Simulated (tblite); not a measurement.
## C₉H₁₂O₃: geometry relaxation (part 1 of 2)

- system: C₉H₁₂O₃
- method: GFN2-xTB geometry optimisation, gas phase (tblite 0.8.0)

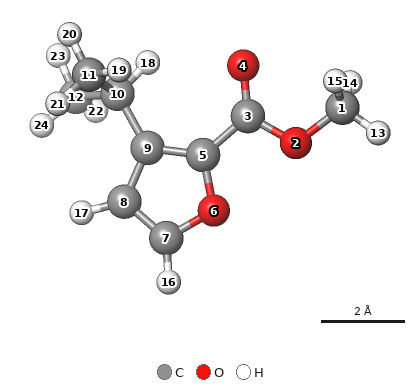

Figure 1. The starting structure (ball-and-stick view, seen at a tilt; atoms are numbered from 1 in the order of the input). Bond lengths as drawn: C–C 1.37 to 1.53 Å, C–H 1.07 to 1.10 Å and C–O 1.23 to 1.43 Å.

The input:
```
{"job": {"xc": "GFN2-xTB", "basis": "xTB", "kind": "relax"}, "charge": 0, "multiplicity": 1}
C      3.997200     1.033100     0.929800
O      3.032000     0.152300     0.338100
C      1.744200     0.497100     0.568000
O      1.390300     1.498100     1.193200
C      0.840600    -0.457900    -0.050900
O      1.370700    -1.546100    -0.702600
C      0.350800    -2.288700    -1.174100
C     -0.843900    -1.705800    -0.845600
C     -0.544500    -0.512500    -0.136700
C     -1.539000     0.478200     0.435400
C     -2.050900     0.017400     1.795300
C     -2.712100     0.746000    -0.513500
H      4.984100     0.662800     0.707500
H      3.892000     2.038900     0.503400
H      3.871100     1.069900     2.021000
H      0.627100    -3.191300    -1.686900
H     -1.825600    -2.098700    -1.096600
H     -1.028100     1.435100     0.571800
H     -1.219500    -0.122200     2.504800
H     -2.721500     0.764100     2.234800
H     -2.592400    -0.924400     1.727000
H     -2.353000     1.077800    -1.497300
H     -3.347100     1.546500    -0.101300
H     -3.334000    -0.149800    -0.662000
```

The first line tells a small driver script what to run in tblite; the rest is the geometry in Å.

Hardware: 1 CPU thread, shared host.

Run as:
```bash
OMP_NUM_THREADS=1 python <driver script> task.json out
```

The program's output:
```
step      E/eV     max force
  0   -1023.03889    1.793
  1   -1023.08876    1.976
  2   -1023.11632    0.347
  3   -1023.12507    0.229
  4   -1023.13316    0.169
  5   -1023.13766    0.142
  6   -1023.14157    0.157
  7   -1023.14384    0.122
  8   -1023.14575    0.132
  9   -1023.14745    0.115
 10   -1023.14907    0.105
 11   -1023.15041    0.073
 12   -1023.15145    0.086
 13   -1023.15220    0.087
 14   -1023.15274    0.066
 15   -1023.15316    0.039
 16   -1023.15316    0.039
 17   -1023.15335    0.040
 18   -1023.15368    0.050
 19   -1023.15378    0.045
 20   -1023.15396    0.047
 21   -1023.15424    0.034
 22   -1023.15438    0.037
 23   -1023.15462    0.047
 24   -1023.15481    0.057
 25   -1023.15503    0.044
 26   -1023.15526    0.038
 27   -1023.15552    0.033
 28   -1023.15573    0.035
 29   -1023.15592    0.036
 30   -1023.15610    0.028
 31   -1023.15627    0.032
 32   -1023.15639    0.021
 33   -1023.15646    0.017
 34   -1023.15650    0.016
 35   -1023.15654    0.014
 36   -1023.15658    0.016
 37   -1023.15665    0.018
 38   -1023.15673    0.019
 39   -1023.15681    0.019
 40   -1023.15687    0.016
 41   -1023.15692    0.018
 42   -1023.15698    0.019
 43   -1023.15705    0.017
 44   -1023.15711    0.015
 45   -1023.15715    0.012
 46   -1023.15718    0.014
 47   -1023.15720    0.012
 48   -1023.15722    0.012
 49   -1023.15723    0.010
 50   -1023.15724    0.006
 51   -1023.15725    0.006
 52   -1023.15726    0.005
 53   -1023.15727    0.006
 54   -1023.15728    0.007
 55   -1023.15728    0.006
 56   -1023.15729    0.005
 57   -1023.15729    0.004
 58   -1023.15729    0.004
```

Trajectory as extended XYZ (Å, eV, eV/Å), 12 frames, from step=0 to step=58:
```
24
Properties=species:S:1:pos:R:3:forces:R:3 step=0 energy=-1023.03889
C     3.9972    1.0331    0.9298   -0.4000   0.0960   0.0070
O     3.0320    0.1523    0.3381   -0.0240   0.6470   0.5750
C     1.7442    0.4971    0.5680   -0.1270   1.1220   0.4790
O     1.3903    1.4981    1.1932    0.6020  -1.4620  -0.8450
C     0.8406   -0.4579   -0.0509   -0.3840  -0.7570  -0.5240
O     1.3707   -1.5461   -0.7026   -0.3390   0.1230   0.1410
C     0.3508   -2.2887   -1.1741    0.2630   0.7300   0.5370
C    -0.8439   -1.7058   -0.8456   -0.1920  -0.2360  -0.2140
C    -0.5445   -0.5125   -0.1367   -0.2990   0.2040   0.2370
C    -1.5390    0.4782    0.4354    0.1640   0.0250  -0.3350
C    -2.0509    0.0174    1.7953    0.1660  -0.0790   0.6550
C    -2.7121    0.7460   -0.5135   -0.2600  -0.0480  -0.2690
H     4.9841    0.6628    0.7075    0.1870  -0.3290  -0.2100
H     3.8920    2.0389    0.5034   -0.0890  -0.1270   0.1880
H     3.8711    1.0699    2.0210   -0.1280   0.0720  -0.2610
H     0.6271   -3.1913   -1.6869   -0.1460   0.0790   0.0000
H    -1.8256   -2.0987   -1.0966    0.4500   0.2680   0.1430
H    -1.0281    1.4351    0.5718    0.2190  -0.0820   0.0760
H    -1.2195   -0.1222    2.5048   -0.2360   0.0540  -0.3470
H    -2.7215    0.7641    2.2348    0.1390  -0.1270  -0.2180
H    -2.5924   -0.9244    1.7270    0.0180   0.0020  -0.1000
H    -2.3530    1.0778   -1.4973   -0.0720  -0.1260   0.3100
H    -3.3471    1.5465   -0.1013    0.2520  -0.3750  -0.1380
H    -3.3340   -0.1498   -0.6620    0.2370   0.3280   0.1110
24
Properties=species:S:1:pos:R:3:forces:R:3 step=5 energy=-1023.13766
C     3.9940    1.0397    0.9318   -0.1290  -0.0520  -0.0310
O     3.0297    0.1667    0.3577   -0.0170  -0.0700  -0.0750
C     1.7390    0.4952    0.5532    0.0770   0.0520   0.0830
O     1.3965    1.4705    1.1793   -0.0970   0.0930   0.0230
C     0.8254   -0.4654   -0.0619    0.0630   0.0070   0.0010
O     1.3654   -1.5387   -0.6904   -0.0320   0.0170   0.0250
C     0.3555   -2.2707   -1.1541   -0.0140   0.0580   0.0510
C    -0.8438   -1.7000   -0.8457   -0.0790  -0.0080   0.0200
C    -0.5591   -0.5115   -0.1312    0.0840   0.0930   0.0300
C    -1.5367    0.4803    0.4319    0.1000   0.0010  -0.0130
C    -2.0465    0.0132    1.8002    0.0340  -0.0110   0.0460
C    -2.7076    0.7408   -0.5166   -0.0050  -0.0060  -0.0200
H     4.9750    0.6369    0.6900   -0.0800  -0.0610  -0.0470
H     3.8841    2.0432    0.5179   -0.0080   0.0440   0.0220
H     3.8597    1.0818    2.0132   -0.0070   0.0510   0.0500
H     0.6089   -3.1693   -1.6789   -0.0320  -0.0590  -0.0430
H    -1.8097   -2.0862   -1.0925   -0.0560   0.0050  -0.0230
H    -1.0053    1.4252    0.5778    0.0900  -0.0370   0.0330
H    -1.2171   -0.1216    2.4916    0.0080  -0.0080  -0.0610
H    -2.7158    0.7607    2.2208    0.0040  -0.0030  -0.0390
H    -2.5893   -0.9258    1.7188    0.0200  -0.0270  -0.0500
H    -2.3529    1.0706   -1.4892    0.0530  -0.0270  -0.0380
H    -3.3365    1.5264   -0.1065   -0.0170   0.0210   0.0310
H    -3.3248   -0.1425   -0.6548    0.0400  -0.0740   0.0290
24
Properties=species:S:1:pos:R:3:forces:R:3 step=10 energy=-1023.14907
C     3.9784    1.0369    0.9303    0.0440   0.0430   0.0210
O     3.0179    0.1694    0.3568   -0.0320   0.0030   0.0250
C     1.7345    0.5029    0.5607   -0.0940   0.0430  -0.0210
O     1.3857    1.4822    1.1796    0.0020  -0.0270  -0.0140
C     0.8303   -0.4617   -0.0587   -0.0730  -0.0330   0.0040
O     1.3631   -1.5398   -0.6848   -0.0100  -0.0180   0.0040
C     0.3476   -2.2673   -1.1459   -0.0190   0.0080  -0.0030
C    -0.8509   -1.6929   -0.8382    0.0550  -0.0090  -0.0340
C    -0.5516   -0.5032   -0.1299   -0.0700  -0.0400  -0.0070
C    -1.5238    0.4858    0.4318    0.0130   0.0220   0.0200
C    -2.0395    0.0098    1.7953    0.0250   0.0070  -0.0340
C    -2.6989    0.7388   -0.5169    0.0660  -0.0020   0.0290
H     4.9478    0.6183    0.6763    0.0380   0.0030   0.0090
H     3.8775    2.0456    0.5258   -0.0130   0.0190  -0.0470
H     3.8528    1.0916    2.0136   -0.0130  -0.0420   0.0190
H     0.5920   -3.1658   -1.6791   -0.0160  -0.0100   0.0100
H    -1.8174   -2.0764   -1.0941    0.0040   0.0470   0.0250
H    -0.9765    1.4194    0.5887   -0.0260   0.0350  -0.0020
H    -1.2079   -0.1259    2.4811    0.0010  -0.0130   0.0190
H    -2.7124    0.7575    2.2089    0.0130  -0.0280   0.0150
H    -2.5796   -0.9307    1.7030    0.0330   0.0030  -0.0260
H    -2.3420    1.0596   -1.4930   -0.0060  -0.0070   0.0040
H    -3.3332    1.5213   -0.1049    0.0210  -0.0140  -0.0370
H    -3.3057   -0.1558   -0.6439    0.0570   0.0110   0.0210
24
Properties=species:S:1:pos:R:3:forces:R:3 step=15 energy=-1023.15316
C     3.9737    1.0399    0.9310   -0.0060  -0.0060  -0.0030
O     3.0063    0.1738    0.3610    0.0120   0.0170   0.0070
C     1.7218    0.5090    0.5609    0.0160  -0.0320   0.0040
O     1.3736    1.4887    1.1783   -0.0270  -0.0120  -0.0250
C     0.8239   -0.4644   -0.0549    0.0210  -0.0040  -0.0060
O     1.3587   -1.5426   -0.6802    0.0030  -0.0190  -0.0030
C     0.3435   -2.2684   -1.1459   -0.0210  -0.0010   0.0040
C    -0.8537   -1.6911   -0.8415   -0.0170   0.0210   0.0120
C    -0.5555   -0.5041   -0.1301    0.0170   0.0150  -0.0050
C    -1.5148    0.4924    0.4344   -0.0180   0.0120  -0.0010
C    -2.0312    0.0086    1.7922    0.0010  -0.0050   0.0110
C    -2.6862    0.7391   -0.5150   -0.0160   0.0050  -0.0150
H     4.9418    0.6152    0.6747   -0.0170   0.0290   0.0140
H     3.8731    2.0478    0.5198    0.0020  -0.0290   0.0220
H     3.8490    1.0873    2.0160    0.0030   0.0140  -0.0320
H     0.5825   -3.1697   -1.6778    0.0040   0.0140   0.0190
H    -1.8244   -2.0644   -1.0917   -0.0140  -0.0100  -0.0180
H    -0.9692    1.4266    0.5926    0.0010   0.0060  -0.0080
H    -1.2034   -0.1313    2.4814    0.0150  -0.0060   0.0170
H    -2.7085    0.7495    2.2089   -0.0030  -0.0090   0.0260
H    -2.5667   -0.9329    1.6886    0.0150  -0.0120  -0.0090
H    -2.3353    1.0534   -1.4948    0.0250   0.0020  -0.0010
H    -3.3274    1.5190   -0.1117    0.0030   0.0140  -0.0090
H    -3.2834   -0.1616   -0.6337    0.0000  -0.0080   0.0010
24
Properties=species:S:1:pos:R:3:forces:R:3 step=21 energy=-1023.15424
C     3.9730    1.0402    0.9311    0.0030   0.0160   0.0090
O     3.0082    0.1720    0.3611    0.0040   0.0220   0.0220
C     1.7228    0.5045    0.5596   -0.0040   0.0240   0.0020
O     1.3680    1.4851    1.1725    0.0260  -0.0160  -0.0130
C     0.8255   -0.4671   -0.0561   -0.0160  -0.0010   0.0020
O     1.3568   -1.5468   -0.6801   -0.0060   0.0010   0.0080
C     0.3386   -2.2684   -1.1443    0.0090  -0.0120  -0.0050
C    -0.8570   -1.6876   -0.8409   -0.0020  -0.0110  -0.0120
C    -0.5546   -0.5008   -0.1308   -0.0090  -0.0110   0.0030
C    -1.5155    0.4946    0.4353   -0.0030   0.0050   0.0000
C    -2.0293    0.0077    1.7942    0.0070  -0.0050  -0.0020
C    -2.6865    0.7400   -0.5162    0.0080   0.0040   0.0010
H     4.9433    0.6203    0.6771   -0.0080   0.0080   0.0060
H     3.8721    2.0480    0.5216   -0.0110  -0.0090  -0.0050
H     3.8484    1.0908    2.0153   -0.0050  -0.0040  -0.0080
H     0.5816   -3.1689   -1.6738   -0.0230  -0.0240  -0.0050
H    -1.8260   -2.0638   -1.0950   -0.0120   0.0180   0.0010
H    -0.9704    1.4293    0.5907    0.0000   0.0120   0.0080
H    -1.2011   -0.1326    2.4836    0.0110  -0.0020  -0.0050
H    -2.7084    0.7446    2.2162    0.0040  -0.0140   0.0010
H    -2.5614   -0.9355    1.6867    0.0120  -0.0050   0.0000
H    -2.3294    1.0532   -1.4948    0.0020  -0.0090   0.0070
H    -3.3272    1.5225   -0.1161    0.0080  -0.0050  -0.0140
H    -3.2834   -0.1617   -0.6345    0.0080   0.0190  -0.0020
24
Properties=species:S:1:pos:R:3:forces:R:3 step=26 energy=-1023.15526
C     3.9717    1.0456    0.9340   -0.0190  -0.0100  -0.0070
O     3.0109    0.1719    0.3654   -0.0150  -0.0280  -0.0200
C     1.7237    0.5020    0.5563   -0.0090   0.0080   0.0200
O     1.3674    1.4843    1.1650    0.0040   0.0180   0.0000
C     0.8239   -0.4708   -0.0562    0.0160  -0.0070   0.0020
O     1.3521   -1.5538   -0.6775    0.0000  -0.0140  -0.0070
C     0.3326   -2.2731   -1.1438   -0.0250   0.0100   0.0090
C    -0.8616   -1.6863   -0.8436    0.0050   0.0160   0.0180
C    -0.5565   -0.5003   -0.1315    0.0220   0.0090  -0.0090
C    -1.5147    0.4982    0.4373    0.0100  -0.0140  -0.0040
C    -2.0234    0.0043    1.7959    0.0040  -0.0080  -0.0050
C    -2.6828    0.7430   -0.5171   -0.0010   0.0000  -0.0060
H     4.9439    0.6299    0.6822    0.0020  -0.0020  -0.0020
H     3.8656    2.0502    0.5206   -0.0090   0.0210   0.0000
H     3.8450    1.0954    2.0170   -0.0050   0.0150   0.0210
H     0.5702   -3.1777   -1.6702   -0.0140   0.0090   0.0080
H    -1.8332   -2.0552   -1.0994    0.0010   0.0060   0.0000
H    -0.9725    1.4355    0.5921    0.0100  -0.0290   0.0100
H    -1.1928   -0.1352    2.4831    0.0100   0.0020  -0.0150
H    -2.7067    0.7324    2.2261    0.0040   0.0020  -0.0160
H    -2.5489   -0.9419    1.6841    0.0050  -0.0110   0.0030
H    -2.3195    1.0499   -1.4946    0.0060   0.0060  -0.0160
H    -3.3251    1.5278   -0.1264    0.0040   0.0160   0.0130
H    -3.2812   -0.1565   -0.6365   -0.0060  -0.0140   0.0050
```
